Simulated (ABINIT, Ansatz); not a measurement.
## CO2 (Cmce): bands and cutoff in G0W0 with ABINIT

What does each rung of G0W0 on CO2 (Cmce) cost, and what does it buy?

Main program and level: ABINIT 10.8.3; PBEsol and many-body steps on it, plane waves.

**1. Set-up**

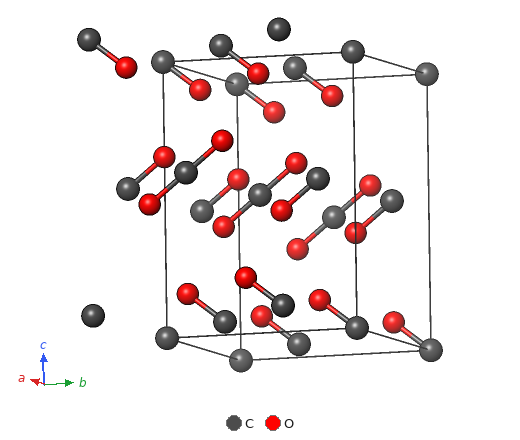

The cell as given, slightly off an axis (carbon dark grey, oxygen red). 2×1×1 cells are drawn. This picture shows the conventional cell, with its axes. Bonds to atoms that aren't drawn are left out. Some periodic images of atoms are drawn too.

The cell and positions are those that the Materials Project relaxed with its own functionals (PBE, PBE+U or r2SCAN), kept fixed.

**2. Empty states on the mesh, 4×4×2 mesh, 435 bands**

This step: ABINIT 10.8.3; DFT, PBEsol, plane waves, norm-conserving pseudopotentials.

The sums over transitions need many empty states on a uniform mesh; this step solves for them.

run.abi reads:

```
acell 3*1.0 Angstrom
rprim 
  2.635911230000 -2.387378120000 0.000000000000
  2.635911230000 2.387378120000 0.000000000000
  0.000000000000 0.000000000000 6.587174910000
ntypat 2
znucl 6 8
natom 6
typat 1 1 2 2 2 2
xred 
  0.000000000000 0.000000000000 0.000000000000
  0.500000000000 0.500000000000 0.500000000000
  0.806508570000 0.193491430000 0.891843390000
  0.193491430000 0.806508570000 0.108156610000
  0.693491430000 0.306508570000 0.391843390000
  0.306508570000 0.693491430000 0.608156610000
pp_dirpath "pseudos"
pseudos "C.upf, O.upf"
ecut 37
ngkpt 4 4 2
nshiftk 1
shiftk 0 0 0
kptopt 1
chksymbreak 0
iscf -2
irdden 1
istwfk *1
nband 435
nbdbuf 38
tolwfr 1e-09
nstep 60
prtvol 0
indata_prefix "in"
outdata_prefix "out"
tmpdata_prefix "tmp"
```

The run is started by

```
> OMP_NUM_THREADS=1 mpirun -n 8 abinit run.abi > log
```

Numbers of over 12 decimals in the logs are rounded to 6 here.

Output:

```text
.Version 10.8.3 of ABINIT. v10.8.2 released Aug 2026.

 Symmetries : space group Cm c a (# 64); Bravais oC (1-face-center ortho.)
[... echo of the input left out ...]
== DATASET  1 ==================================================================
-   mpi_nproc: 8, omp_nthreads: 1 (-1 if OMP is not activated)

--- !DatasetInfo
iteration_state: {dtset: 1, }
dimensions: {natom: 6, nkpt: 14, mband: 435, nsppol: 1, nspinor: 1, nspden: 1, mpw: 6054, }
cutoff_energies: {ecut:  37.0, pawecutdg:  -1.0, }
[...]
5.92675    5.93742    5.94822    5.95415    5.98818    6.00017    6.00217    6.01144
   6.01758    6.02462    6.02715    6.05786    6.05819    6.07650    6.08560    6.08904
   6.11091    6.11327    6.12382
 prteigrs : prtvol=0 or 1, do not print more k-points.

== END DATASET(S) ==============================================================
================================================================================

 -outvars: echo values of variables after computation  --------
            nband         435
             nkpt          14
          spgroup          64
 [... the other variables as echoed above ...]

 Calculation completed.
```

The job ended after 15 min (8 MPI ranks of Arm Neoverse N1, shared host; peak memory 1.2 GiB).

This step gave:

```
gap                                                           : 6.582 eV
k of the valence top                                          : 0.5, 0.5, 0
k of the conduction bottom                                    : 0, 0, 0
least direct gap                                              : 7.142 eV
k points computed                                             : 14
lowest point of the top converged band, above the valence top : 156.4053 eV
```

On this mesh the gap is 6.582 eV.

The density comes from a self-consistent run that is not shown.

**3. Screening, 4×4×2 mesh, 63 bands, screening to 76.2 eV**

The RPA dielectric matrix is built and inverted for each q.

This step: RPA screening on PBEsol, plane waves, norm-conserving pseudopotentials.

run.abi: that of step 2 with these lines changed.

```diff
@@ -24,10 +24,11 @@
 chksymbreak 0
-iscf -2
-irdden 1
 istwfk *1
-nband 435
-nbdbuf 38
-tolwfr 1e-09
-nstep 60
-prtvol 0
+occopt 1
+irdwfk 1
+optdriver 3
+nband 63
+ecuteps 2.8
+inclvkb 2
+awtr 1
+symchi 1
 indata_prefix "in"
```

Output:

```text
.Version 10.8.3 of ABINIT. v10.8.2 released Aug 2026.

 Symmetries : space group Cm c a (# 64); Bravais oC (1-face-center ortho.)
[... echo of the input left out ...]
== DATASET  1 ==================================================================
-   mpi_nproc: 8, omp_nthreads: 1 (-1 if OMP is not activated)

--- !DatasetInfo
iteration_state: {dtset: 1, }
dimensions: {natom: 6, nkpt: 14, mband: 63, nsppol: 1, nspinor: 1, nspden: 1, mpw: 6054, }
cutoff_energies: {ecut:  37.0, pawecutdg:  -1.0, }
electrons: {nelect:   3.20000000E+01, charge:   0.00000000E+00, occopt:   1.00000000E+00, tsmear:   1.00000000E-02, }

 SCREENING: Calculation of the susceptibility and dielectric matrices

 Based on a program developped by R.W. Godby, V. Olevano, G. Onida, and L. Reining.
 Incorporated in ABINIT by V. Olevano, G.-M. Rignanese, and M. Torrent.
.Using double precision arithmetic ; gwpc =  8

[... cell and pseudopotentials left out ...]
--------------------------------------------------------------------------------

 ==== K-mesh for the wavefunctions ====
 Number of points in the irreducible wedge :    14
[... list of points left out ...]
 Together with  8 symmetry operations and time-reversal symmetry
 yields    32 points in the full Brillouin Zone.

 ==== Q-mesh for the screening function ====
 Number of points in the irreducible wedge :    14
[... list of points left out ...]
 Together with  8 symmetry operations and time-reversal symmetry
 yields    32 points in the full Brillouin Zone.

 setmesh: FFT mesh size selected  =    30x   30x   48
          total number of points  =        43200

 vcoul_init : cutoff-mode = AUXILIARY_FUNCTION
 q-points for optical limit:   1
     1)      0.000010    0.000020    0.000030

- screening: taking advantage of time-reversal symmetry
- Maximum band index for partially occupied states nbvw = 16
- Remaining bands to be divided among processors   nbcw = 47
- Number of bands treated by each node ~5

 Number of electrons calculated from density =   32.0000; Expected =   32.0000
 average of density, n =  0.057197
 r_s =    1.6101
 omega_plasma =   23.0697 [eV]

 calculating chi0 at frequencies [eV] :
  1    0.000000E+00    0.000000E+00
  2    0.000000E+00    2.306969E+01

--------------------------------------------------------------------------------
  q-point number  1        q = ( 0.000000, 0.000000, 0.000000) [r.l.u.]
--------------------------------------------------------------------------------
[... chi0 elements left out ...]
 For q-point:  0.000010 0.000020 0.000030
  dielectric constant =   1.8304
  dielectric constant without local fields =   2.1966

  Average fulfillment of the sum rule on Im[epsilon] for q-point    1 :     44.43  [%]
[... wings left out ...]
  q-point number  2        q = ( 0.250000, 0.000000, 0.000000) [r.l.u.]
--------------------------------------------------------------------------------
[... chi0 elements left out ...]
  Average fulfillment of the sum rule on Im[epsilon] for q-point    2 :     53.96  [%]

 [... 12 further q-points ...]
```

Wall time 48 s (8 MPI ranks); peak memory 2.8 GiB.

This step gave:

| Quantity | Value |
| --- | --- |
| ε∞ with local fields, on this mesh, along the program's q direction | 1.830 |
| the same without local fields | 2.197 |
| plasma frequency | 23.07 eV |
| plane waves in the screening matrix | 125 |

Local fields lower ε∞ by 17 %. On a Γ-centred mesh this coarse the value itself is usually too large, while a short band sum pulls it down.

**4. 63 bands, 76.2 eV**

The self-energy is evaluated for the states that the input lists, and the levels follow from it, in one-shot runs by the linearised quasiparticle equation.

This step: G0W0 on PBEsol, plane waves, norm-conserving pseudopotentials.

run.abi: that of step 3 with these lines changed.

```diff
@@ -27,8 +27,17 @@
 irdwfk 1
-optdriver 3
+optdriver 4
 nband 63
+gwcalctyp 0
+ecutsigx 37
+symsigma 1
+nkptgw 2
+kptgw 
+  0.5000000000 0.5000000000 0.0000000000
+  0.0000000000 0.0000000000 0.0000000000
+bdgw 
+  15 18
+  15 18
 ecuteps 2.8
-inclvkb 2
-awtr 1
-symchi 1
+irdscr 1
+ppmodel 1
 indata_prefix "in"
```

Output:

```text
.Version 10.8.3 of ABINIT. v10.8.2 released Aug 2026.

 Symmetries : space group Cm c a (# 64); Bravais oC (1-face-center ortho.)
[... echo of the input left out ...]
== DATASET  1 ==================================================================
-   mpi_nproc: 8, omp_nthreads: 1 (-1 if OMP is not activated)

--- !DatasetInfo
iteration_state: {dtset: 1, }
dimensions: {natom: 6, nkpt: 14, mband: 63, nsppol: 1, nspinor: 1, nspden: 1, mpw: 6054, }
cutoff_energies: {ecut:  37.0, pawecutdg:  -1.0, }
electrons: {nelect:   3.20000000E+01, charge:   0.00000000E+00, occopt:   1.00000000E+00, tsmear:   1.00000000E-02, }

 SIGMA: Calculation of the GW corrections

 Based on a program developped by R.W. Godby, V. Olevano, G. Onida, and L. Reining.
 Incorporated in ABINIT by V. Olevano, G.-M. Rignanese, and M. Torrent.
.Using double precision arithmetic ; gwpc =  8

[... cell and pseudopotentials left out ...]
--------------------------------------------------------------------------------

 ==== K-mesh for the wavefunctions ====
 Number of points in the irreducible wedge :    14
[... list of points left out ...]
 Together with  8 symmetry operations and time-reversal symmetry
 yields    32 points in the full Brillouin Zone.

 ==== Q-mesh for screening function ====
 Number of points in the irreducible wedge :    14
[... list of points left out ...]
 Together with  8 symmetry operations and time-reversal symmetry
 yields    32 points in the full Brillouin Zone.

 vcoul_init : cutoff-mode = AUXILIARY_FUNCTION
 q-points for optical limit:   1
     1)      0.000010    0.000020    0.000030
 setmesh: FFT mesh size selected  =    40x   40x   72
          total number of points  =       115200

 Number of electrons calculated from density =   32.0000; Expected =   32.0000
 average of density, n =  0.057197
 r_s =    1.6101
 omega_plasma =   23.0697 [eV]

 === KS Band Gaps ===
  >>>> For spin  1
   Minimum direct gap =   7.1427 [eV], located at k-point      :   0.0000  0.0000  0.0000
   Fundamental gap    =   6.5818 [eV], Top of valence bands at :   0.5000  0.5000  0.0000
                                       Bottom of conduction at :   0.0000  0.0000  0.0000
 SIGMA fundamental parameters:
 PLASMON POLE MODEL  1
 number of plane-waves for SigmaX                 6011
 number of plane-waves for SigmaC and W            125
 number of plane-waves for wavefunctions          6011
 number of bands                                    63
 number of independent spin polarizations            1
 number of spinorial components                      1
 number of k-points in IBZ                          14
 number of q-points in IBZ                          14
 number of symmetry operations                       8
 number of k-points in BZ                           32
 number of q-points in BZ                           32
 number of frequencies for dSigma/dE                 9
 frequency step for dSigma/dE [eV]                0.25
 number of omega for Sigma on real axis              0
 max omega for Sigma on real axis  [eV]           0.00
 zcut for avoiding poles [eV]                     0.10

 EPSILON^-1 parameters (SCR file):
 dimension of the eps^-1 matrix on file            125
 dimension of the eps^-1 matrix used               125
 number of plane-waves for wavefunctions          6011
 number of bands                                    63
 number of q-points in IBZ                          14
 number of frequencies                               2
 number of real frequencies                          1
 number of imag frequencies                          1

 matrix elements of self-energy operator (all in [eV])

 Perturbative Calculation

--- !SelfEnergy_ee
iteration_state: {dtset: 1, }
kpoint     : [   0.500,    0.500,    0.000, ]
spin       : 1
KS_gap     :    7.767
QP_gap     :   13.185
Delta_QP_KS:    5.418
data: !SigmaeeData |
     Band     E0 <VxcDFT>   SigX SigC(E0)      Z dSigC/dE  Sig(E)    E-E0       E
       15  -3.447 -19.503 -24.934   3.205   0.834  -0.199 -21.359  -1.856  -5.303
       16  -3.115 -19.999 -25.296   3.178   0.834  -0.198 -21.768  -1.768  -4.884
       17   4.651 -15.944  -9.906  -1.793   0.860  -0.163 -12.294   3.650   8.301
       18   5.718 -16.902  -9.948  -2.129   0.853  -0.173 -12.787   4.115   9.833

--- !SelfEnergy_ee
iteration_state: {dtset: 1, }
kpoint     : [   0.000,    0.000,    0.000, ]
spin       : 1
KS_gap     :    7.143
QP_gap     :   10.931
Delta_QP_KS:    3.789
data: !SigmaeeData |
     Band     E0 <VxcDFT>   SigX SigC(E0)      Z dSigC/dE  Sig(E)    E-E0       E
       15  -3.729 -19.235 -24.726   3.181   0.835  -0.198 -21.164  -1.929  -5.658
       16  -3.676 -19.202 -24.719   3.210   0.834  -0.199 -21.126  -1.924  -5.601
       17   3.466 -10.424  -5.714  -2.613   0.889  -0.124  -8.559   1.864   5.330
       18   3.992 -15.084  -9.362  -1.705   0.864  -0.157 -11.612   3.472   7.464

== END DATASET(S) ==============================================================
================================================================================

 -outvars: echo values of variables after computation  --------
           etotal      0.0000000000E+00
            nband          63
             nkpt          14
          spgroup          64
 [... the other variables as echoed above ...]

 Calculation completed.
```

It took 6.2 s on 8 MPI ranks; peak memory 1.4 GiB.

Numbers from this step:

```yaml
g0w0_gap_on_the_points_computed: 10.21 eV
starting_gap_on_the_mesh: 6.582 eV
k_of_the_valence_top: 0.5, 0.5, 0
k_of_the_conduction_bottom: 0, 0, 0
z_at_the_valence_top: 0.834
z_at_the_conduction_bottom: 0.889
least_direct_g0w0_gap_on_the_computed_points: 10.93 eV
```

The gap on the mesh goes from 6.58 eV to 10.21 eV, a correction of +3.63 eV.

**5. Screening, 4×4×2 mesh, 171 bands, screening to 141.5 eV**

This step: RPA screening on PBEsol, plane waves, norm-conserving pseudopotentials.

run.abi: that of step 4 with these lines changed.

```diff
@@ -27,17 +27,8 @@
 irdwfk 1
-optdriver 4
-nband 63
-gwcalctyp 0
-ecutsigx 37
-symsigma 1
-nkptgw 2
-kptgw 
-  0.5000000000 0.5000000000 0.0000000000
-  0.0000000000 0.0000000000 0.0000000000
-bdgw 
-  15 18
-  15 18
-ecuteps 2.8
-irdscr 1
-ppmodel 1
+optdriver 3
+nband 171
+ecuteps 5.2
+inclvkb 2
+awtr 1
+symchi 1
 indata_prefix "in"
```

Output:

```text
.Version 10.8.3 of ABINIT. v10.8.2 released Aug 2026.

 Symmetries : space group Cm c a (# 64); Bravais oC (1-face-center ortho.)
[... echo of the input left out ...]
== DATASET  1 ==================================================================
-   mpi_nproc: 8, omp_nthreads: 1 (-1 if OMP is not activated)

--- !DatasetInfo
iteration_state: {dtset: 1, }
dimensions: {natom: 6, nkpt: 14, mband: 171, nsppol: 1, nspinor: 1, nspden: 1, mpw: 6054, }
cutoff_energies: {ecut:  37.0, pawecutdg:  -1.0, }
electrons: {nelect:   3.20000000E+01, charge:   0.00000000E+00, occopt:   1.00000000E+00, tsmear:   1.00000000E-02, }

 SCREENING: Calculation of the susceptibility and dielectric matrices

 Based on a program developped by R.W. Godby, V. Olevano, G. Onida, and L. Reining.
 Incorporated in ABINIT by V. Olevano, G.-M. Rignanese, and M. Torrent.
.Using double precision arithmetic ; gwpc =  8

[... cell and pseudopotentials left out ...]
--------------------------------------------------------------------------------

 ==== K-mesh for the wavefunctions ====
 Number of points in the irreducible wedge :    14
[... list of points left out ...]
 Together with  8 symmetry operations and time-reversal symmetry
 yields    32 points in the full Brillouin Zone.

 ==== Q-mesh for the screening function ====
 Number of points in the irreducible wedge :    14
[... list of points left out ...]
 Together with  8 symmetry operations and time-reversal symmetry
 yields    32 points in the full Brillouin Zone.

 setmesh: FFT mesh size selected  =    30x   30x   50
          total number of points  =        45000

 vcoul_init : cutoff-mode = AUXILIARY_FUNCTION
 q-points for optical limit:   1
     1)      0.000010    0.000020    0.000030

- screening: taking advantage of time-reversal symmetry
- Maximum band index for partially occupied states nbvw = 16
- Remaining bands to be divided among processors   nbcw = 155
- Number of bands treated by each node ~19

 Number of electrons calculated from density =   32.0000; Expected =   32.0000
 average of density, n =  0.057197
 r_s =    1.6101
 omega_plasma =   23.0697 [eV]

 calculating chi0 at frequencies [eV] :
  1    0.000000E+00    0.000000E+00
  2    0.000000E+00    2.306969E+01

--------------------------------------------------------------------------------
  q-point number  1        q = ( 0.000000, 0.000000, 0.000000) [r.l.u.]
--------------------------------------------------------------------------------
[... chi0 elements left out ...]
 For q-point:  0.000010 0.000020 0.000030
  dielectric constant =   1.8372
  dielectric constant without local fields =   2.2329

  Average fulfillment of the sum rule on Im[epsilon] for q-point    1 :     72.44  [%]
[... wings left out ...]
  q-point number  2        q = ( 0.250000, 0.000000, 0.000000) [r.l.u.]
--------------------------------------------------------------------------------
[... chi0 elements left out ...]
  Average fulfillment of the sum rule on Im[epsilon] for q-point    2 :     78.41  [%]

 [... 12 further q-points ...]
```

The job ended after 4.5 min (8 MPI ranks; peak memory 4 GiB).

This step gave:

```
ε∞ with local fields, on this mesh, along the program's q direction : 1.837
the same without local fields                                       : 2.233
plasma frequency                                                    : 23.07 eV
plane waves in the screening matrix                                 : 321
```

(Continued in part 2 of 2.)

[Paths, hosts, dates, memory and timing lines, banners, echoed tables and standing remarks are left out of the program output.]

[Logs are printed without paths, hosts, clocks, repeated set-up lines and the standing remarks that a program may print on its own settings, such as how far it seeks lower states.]

[Runs of the session that timed out or met a known fault of the program may be left out.]

[Hosts, paths, dates, database ids (printed as entryN), source tags and the programs' standing remarks are cut or masked in the printed files.]

[G0W0 gaps are taken among the corrected bands and points alone; a level outside them can change the order at an edge.]

[Where Ansatz stands beside ABINIT at settings called matched, ABINIT's density can come from a denser mesh and the files from another edition; pairs whose starting gaps differed by over 0.03 eV were left out, so agreement reads better than it is.]
